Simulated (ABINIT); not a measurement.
# Si3Mo (Pm-3m): zone-centre phonons, part 3 of 3

Which modes does Si3Mo (Pm-3m) have at the zone centre?

ABINIT 10.8.3; DFT PBEsol, scalar-relativistic, plane waves, PseudoDojo norm-conserving pseudopotentials.

So far. Step 4 (Relaxation): The volume changes by -0.8 % in this run and stands -6.8 % from the first cell. Step 6 (Linear response at Γ): The acoustic modes at Γ come out as far as 2.3 cm⁻¹ from zero, where they should vanish, a small numerical error. The lowest optical mode is imaginary, 60i cm⁻¹, an instability at this level and on this k mesh. The relaxed cell has a = 3.785 Å (conventional setting).

The structure was built from a prototype and need not be the compound's stable phase.

## Step 7: Zone-centre analysis

anaddb reads the merged derivatives and imposes the acoustic sum rule.

anaddb.abi

```
ddb_filepath "gamma_DDB"
output_file "anaddb.abo"
outdata_prefix "anaddb"
asr 1
chneut 1
enunit 2
eivec 1
nph1l 1
qph1l 0.0 0.0 0.0 1.0
```

mrgddb.in

```
gamma_DDB
merged
2
dfpt_gammao_DDB
gso_DDB
```

On the command line:

```bash
mrgddb < mrgddb.in > mrgddb.log
OMP_NUM_THREADS=1 anaddb anaddb.abi > anaddb.log
```

anaddb.abo, the main output file:

```text
-outvars_anaddb: echo values of input variables ----------------------

 Miscellaneous information :
      enunit         2
       eivec         1
         asr         1
 First list of wavevector (reduced coord.) :
       nph1l         1
       qph1l
                     0.00000000E+00  0.00000000E+00  0.00000000E+00    1.000E+00

================================================================================

 read the DDB information and perform some checks

  ==== Info on the Cryst% object ====
 Real(R)+Recip(G) space primitive vectors, cartesian coordinates (Bohr,Bohr^-1):
 R(1)=  7.1521524  0.0000000  0.0000000  G(1)=  0.1398181  0.0000000  0.0000000
 R(2)=  0.0000000  7.1521524  0.0000000  G(2)=  0.0000000  0.1398181  0.0000000
 R(3)=  0.0000000  0.0000000  7.1521524  G(3)=  0.0000000  0.0000000  0.1398181
 Unit cell volume ucvol=  3.6585608E+02 bohr^3
 Angles (23,13,12)=  9.00000000E+01  9.00000000E+01  9.00000000E+01 degrees
 Time-reversal symmetry is present
 Reduced atomic positions [iatom, xred, symbol]:
    1)    0.0000000  0.0000000  0.0000000  Mo
    2)    0.0000000  0.5000000  0.5000000  Si
    3)    0.5000000  0.0000000  0.5000000  Si
    4)    0.5000000  0.5000000  0.0000000  Si

 DDB file with 3 blocks has been read.

================================================================================

 Treat the first list of vectors

  Phonon wavevector (reduced coordinates) :  0.00000  0.00000  0.00000
 Phonon energies in Hartree :
  -2.718306E-04 -2.718306E-04 -2.718306E-04  0.000000E+00  0.000000E+00
   0.000000E+00  9.481855E-04  9.481855E-04  9.481855E-04  1.138389E-03
   1.138389E-03  1.138389E-03
 Phonon energies in meV     :
- -7.396887E+00 -7.396887E+00 -7.396887E+00  0.000000E+00  0.000000E+00
-  0.000000E+00  2.580144E+01  2.580144E+01  2.580144E+01  3.097714E+01
-  3.097714E+01  3.097714E+01
 Phonon frequencies in cm-1    :
- -5.965992E+01 -5.965992E+01 -5.965992E+01  0.000000E+00  0.000000E+00
-  0.000000E+00  2.081027E+02  2.081027E+02  2.081027E+02  2.498475E+02
-  2.498475E+02  2.498475E+02
 Phonon frequencies in Thz     :
- -1.788559E+00 -1.788559E+00 -1.788559E+00  0.000000E+00  0.000000E+00
-  0.000000E+00  6.238761E+00  6.238761E+00  6.238761E+00  7.490240E+00
-  7.490240E+00  7.490240E+00
 Phonon energies in Kelvin  :
- -8.583731E+01 -8.583731E+01 -8.583731E+01  0.000000E+00  0.000000E+00
-  0.000000E+00  2.994133E+02  2.994133E+02  2.994133E+02  3.594748E+02
-  3.594748E+02  3.594748E+02

 Eigendisplacements
 (will be given, for each mode : in cartesian coordinates
   for each atom the real part of the displacement vector,
   then the imaginary part of the displacement vector - absolute values smaller than 1.0d-7 are set to zero)
  Mode number    1   Energy   -2.718306E-04
 Attention : low frequency mode.
   (Could be unstable or acoustic mode)
-  1  0.00000000E+00  0.00000000E+00  1.48131798E-03
-     0.00000000E+00  0.00000000E+00  0.00000000E+00
-  2  0.00000000E+00  0.00000000E+00 -9.22780150E-04
-     0.00000000E+00  0.00000000E+00  0.00000000E+00
-  3  0.00000000E+00  0.00000000E+00 -9.22780150E-04
-     0.00000000E+00  0.00000000E+00  0.00000000E+00
-  4  0.00000000E+00  0.00000000E+00 -3.21460973E-03
-     0.00000000E+00  0.00000000E+00  0.00000000E+00
  Mode number    2   Energy   -2.718306E-04
 Attention : low frequency mode.
   (Could be unstable or acoustic mode)
-  1  0.00000000E+00  1.48131798E-03  0.00000000E+00
-     0.00000000E+00  0.00000000E+00  0.00000000E+00
-  2  0.00000000E+00 -9.22780150E-04  0.00000000E+00
-     0.00000000E+00  0.00000000E+00  0.00000000E+00
-  3  0.00000000E+00 -3.21460973E-03  0.00000000E+00
-     0.00000000E+00  0.00000000E+00  0.00000000E+00
-  4  0.00000000E+00 -9.22780150E-04  0.00000000E+00
-     0.00000000E+00  0.00000000E+00  0.00000000E+00
  Mode number    3   Energy   -2.718306E-04
 Attention : low frequency mode.
   (Could be unstable or acoustic mode)
-  1  1.48131798E-03  0.00000000E+00  0.00000000E+00
-     0.00000000E+00  0.00000000E+00  0.00000000E+00
-  2 -3.21460973E-03  0.00000000E+00  0.00000000E+00
-     0.00000000E+00  0.00000000E+00  0.00000000E+00
-  3 -9.22780150E-04  0.00000000E+00  0.00000000E+00
-     0.00000000E+00  0.00000000E+00  0.00000000E+00
-  4 -9.22780150E-04  0.00000000E+00  0.00000000E+00
-     0.00000000E+00  0.00000000E+00  0.00000000E+00
  Mode number    4   Energy    0.000000E+00
 Attention : low frequency mode.
   (Could be unstable or acoustic mode)
-  1  0.00000000E+00  0.00000000E+00 -1.74480335E-03
-     0.00000000E+00  0.00000000E+00  0.00000000E+00
-  2  0.00000000E+00  0.00000000E+00 -1.74480525E-03
-     0.00000000E+00  0.00000000E+00  0.00000000E+00
-  3  0.00000000E+00  0.00000000E+00 -1.74480525E-03
-     0.00000000E+00  0.00000000E+00  0.00000000E+00
-  4  0.00000000E+00  0.00000000E+00 -1.74480694E-03
-     0.00000000E+00  0.00000000E+00  0.00000000E+00
  Mode number    5   Energy    0.000000E+00
 Attention : low frequency mode.
   (Could be unstable or acoustic mode)
-  1  0.00000000E+00 -1.74480335E-03  0.00000000E+00
-     0.00000000E+00  0.00000000E+00  0.00000000E+00
-  2  0.00000000E+00 -1.74480525E-03  0.00000000E+00
-     0.00000000E+00  0.00000000E+00  0.00000000E+00
-  3  0.00000000E+00 -1.74480694E-03  0.00000000E+00
-     0.00000000E+00  0.00000000E+00  0.00000000E+00
-  4  0.00000000E+00 -1.74480525E-03  0.00000000E+00
-     0.00000000E+00  0.00000000E+00  0.00000000E+00
  Mode number    6   Energy    0.000000E+00
 Attention : low frequency mode.
   (Could be unstable or acoustic mode)
-  1  1.74480335E-03  0.00000000E+00  0.00000000E+00
-     0.00000000E+00  0.00000000E+00  0.00000000E+00
-  2  1.74480694E-03  0.00000000E+00  0.00000000E+00
-     0.00000000E+00  0.00000000E+00  0.00000000E+00
-  3  1.74480525E-03  0.00000000E+00  0.00000000E+00
-     0.00000000E+00  0.00000000E+00  0.00000000E+00
-  4  1.74480525E-03  0.00000000E+00  0.00000000E+00
-     0.00000000E+00  0.00000000E+00  0.00000000E+00
  Mode number    7   Energy    9.481855E-04
-  1  0.00000000E+00  0.00000000E+00  0.00000000E+00
-     0.00000000E+00  0.00000000E+00  0.00000000E+00
-  2  0.00000000E+00  0.00000000E+00  3.12509966E-03
-     0.00000000E+00  0.00000000E+00  0.00000000E+00
-  3  0.00000000E+00  0.00000000E+00 -3.12509966E-03
-     0.00000000E+00  0.00000000E+00  0.00000000E+00
-  4  0.00000000E+00  0.00000000E+00  0.00000000E+00
-     0.00000000E+00  0.00000000E+00  0.00000000E+00
  Mode number    8   Energy    9.481855E-04
-  1  0.00000000E+00  0.00000000E+00  0.00000000E+00
-     0.00000000E+00  0.00000000E+00  0.00000000E+00
-  2  0.00000000E+00  3.12509966E-03  0.00000000E+00
-     0.00000000E+00  0.00000000E+00  0.00000000E+00
-  3  0.00000000E+00  0.00000000E+00  0.00000000E+00
-     0.00000000E+00  0.00000000E+00  0.00000000E+00
-  4  0.00000000E+00 -3.12509966E-03  0.00000000E+00
-     0.00000000E+00  0.00000000E+00  0.00000000E+00
  Mode number    9   Energy    9.481855E-04
-  1  0.00000000E+00  0.00000000E+00  0.00000000E+00
-     0.00000000E+00  0.00000000E+00  0.00000000E+00
-  2  0.00000000E+00  0.00000000E+00  0.00000000E+00
-     0.00000000E+00  0.00000000E+00  0.00000000E+00
-  3  3.12509966E-03  0.00000000E+00  0.00000000E+00
-     0.00000000E+00  0.00000000E+00  0.00000000E+00
-  4 -3.12509966E-03  0.00000000E+00  0.00000000E+00
-     0.00000000E+00  0.00000000E+00  0.00000000E+00
  Mode number   10   Energy    1.138389E-03
-  1  0.00000000E+00  0.00000000E+00 -6.92319339E-04
-     0.00000000E+00  0.00000000E+00  0.00000000E+00
-  2  0.00000000E+00  0.00000000E+00  2.42288656E-03
-     0.00000000E+00  0.00000000E+00  0.00000000E+00
-  3  0.00000000E+00  0.00000000E+00  2.42288656E-03
-     0.00000000E+00  0.00000000E+00  0.00000000E+00
-  4  0.00000000E+00  0.00000000E+00 -2.48081212E-03
-     0.00000000E+00  0.00000000E+00  0.00000000E+00
  Mode number   11   Energy    1.138389E-03
-  1  0.00000000E+00 -6.92319339E-04  0.00000000E+00
-     0.00000000E+00  0.00000000E+00  0.00000000E+00
-  2  0.00000000E+00  2.42288656E-03  0.00000000E+00
-     0.00000000E+00  0.00000000E+00  0.00000000E+00
-  3  0.00000000E+00 -2.48081212E-03  0.00000000E+00
-     0.00000000E+00  0.00000000E+00  0.00000000E+00
-  4  0.00000000E+00  2.42288656E-03  0.00000000E+00
-     0.00000000E+00  0.00000000E+00  0.00000000E+00
  Mode number   12   Energy    1.138389E-03
-  1  6.92319339E-04  0.00000000E+00  0.00000000E+00
-     0.00000000E+00  0.00000000E+00  0.00000000E+00
-  2  2.48081212E-03  0.00000000E+00  0.00000000E+00
-     0.00000000E+00  0.00000000E+00  0.00000000E+00
-  3 -2.42288656E-03  0.00000000E+00  0.00000000E+00
-     0.00000000E+00  0.00000000E+00  0.00000000E+00
-  4 -2.42288656E-03  0.00000000E+00  0.00000000E+00
-     0.00000000E+00  0.00000000E+00  0.00000000E+00

 Analysis of degeneracies and characters (maximum tolerance=1.00E-06 a.u.)
 For each vibration mode, or group of modes if degenerate,
 the characters are given for each symmetry operation (see the list in the log file).
 Symmetry characters of vibration mode #   1
       degenerate with vibration modes #   2 to    3
  3.0 -3.0 -1.0  1.0 -1.0  1.0 -1.0  1.0  1.0 -1.0 -1.0  1.0  1.0 -1.0 -1.0  1.0
  0.0 -0.0  0.0 -0.0  0.0 -0.0 -0.0  0.0  1.0 -1.0 -1.0  1.0 -1.0  1.0  1.0 -1.0
  0.0 -0.0  0.0 -0.0 -0.0  0.0  0.0 -0.0  1.0 -1.0  1.0 -1.0 -1.0  1.0 -1.0  1.0
 Symmetry characters of vibration mode #   4
       degenerate with vibration modes #   5 to    6
  3.0 -3.0 -1.0  1.0 -1.0  1.0 -1.0  1.0  1.0 -1.0 -1.0  1.0  1.0 -1.0 -1.0  1.0
  0.0 -0.0  0.0 -0.0 -0.0  0.0 -0.0  0.0  1.0 -1.0 -1.0  1.0 -1.0  1.0  1.0 -1.0
  0.0 -0.0 -0.0  0.0 -0.0  0.0  0.0 -0.0  1.0 -1.0  1.0 -1.0 -1.0  1.0 -1.0  1.0
 Symmetry characters of vibration mode #   7
       degenerate with vibration modes #   8 to    9
  3.0 -3.0 -1.0  1.0 -1.0  1.0 -1.0  1.0 -1.0  1.0  1.0 -1.0 -1.0  1.0  1.0 -1.0
  0.0 -0.0  0.0 -0.0 -0.0  0.0 -0.0  0.0 -1.0  1.0  1.0 -1.0  1.0 -1.0 -1.0  1.0
  0.0 -0.0 -0.0  0.0 -0.0  0.0  0.0 -0.0 -1.0  1.0 -1.0  1.0  1.0 -1.0  1.0 -1.0
 Symmetry characters of vibration mode #  10
       degenerate with vibration modes #  11 to   12
  3.0 -3.0 -1.0  1.0 -1.0  1.0 -1.0  1.0  1.0 -1.0 -1.0  1.0  1.0 -1.0 -1.0  1.0
  0.0 -0.0  0.0 -0.0 -0.0  0.0 -0.0  0.0  1.0 -1.0 -1.0  1.0 -1.0  1.0  1.0 -1.0
  0.0 -0.0 -0.0  0.0 -0.0  0.0  0.0 -0.0  1.0 -1.0  1.0 -1.0 -1.0  1.0 -1.0  1.0
-
```

Elapsed: 0.52 s, on 1 thread of Arm Neoverse V1, shared host.

This step gave:

| Quantity | Value |
| --- | --- |
| lowest optical zone-centre mode | -59.66 cm⁻¹ |

No LO-TO term; unit eigenvectors of the mass-weighted matrix, from anaddb's displacements. The modes at Γ (shares of kinetic energy by element, %) (negative means imaginary):

```tsv
mode	frequency (cm⁻¹)	symmetry	Mo %	Si %
1	-59.7	T1u	38	62
2	-59.7	T1u	38	62
3	-59.7	T1u	38	62
4	0.0	acoustic	53	47
5	0.0	acoustic	53	47
6	0.0	acoustic	53	47
7	208.1	T2u	0	100
8	208.1	T2u	0	100
9	208.1	T2u	0	100
10	249.8	T1u	8	92
11	249.8	T1u	8	92
12	249.8	T1u	8	92
```

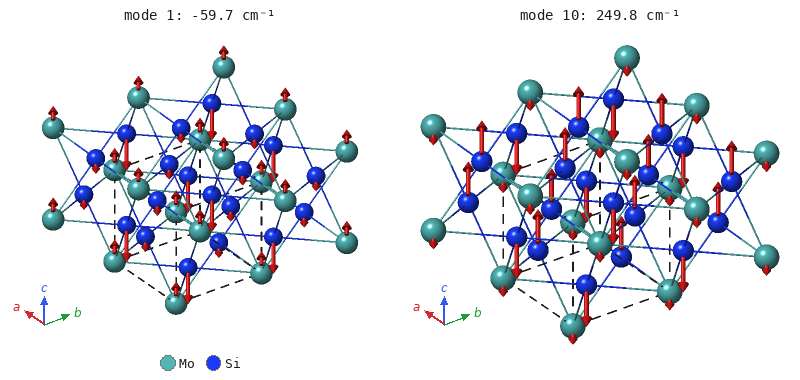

Displacement patterns of modes 1 and 10 at Γ; arrows are exaggerated. 2×2×1 cells are drawn. Some periodic images of atoms are drawn too.

The rule moves no optical mode by more than 0.1 cm⁻¹.

## Step 8: What came out

* space group after relaxation: Pm-3m
* volume per atom: 13.6 Å³
* highest optical zone-centre mode (no LO-TO term): 249.8 cm⁻¹
* lowest optical zone-centre mode: -59.7 cm⁻¹
* imaginary optical modes at the zone centre (no q mesh in this session): yes

**Reading.** At the PBEsol level the optical modes of Si3Mo (Pm-3m) at the zone centre run from 60i to 250 cm⁻¹, so the structure is a saddle point, with 3 modes beyond 10i cm⁻¹ there. These are harmonic frequencies at zero temperature: anharmonic shifts and linewidths and thermal expansion are left out. In a metal the frequencies hang on the k mesh and the smearing, most of all near Kohn anomalies. The structure is a hypothetical one, built on a prototype.

[Host names and launcher messages were left out of these logs when they were recorded.]

[Logs are printed without paths, hosts, clocks, repeated set-up lines and the standing remarks that a program may print on its own settings, such as how far it seeks lower states.]

[Hosts, paths, dates, database ids (printed as entryN), source tags and the programs' standing remarks are cut or masked in the printed files.]
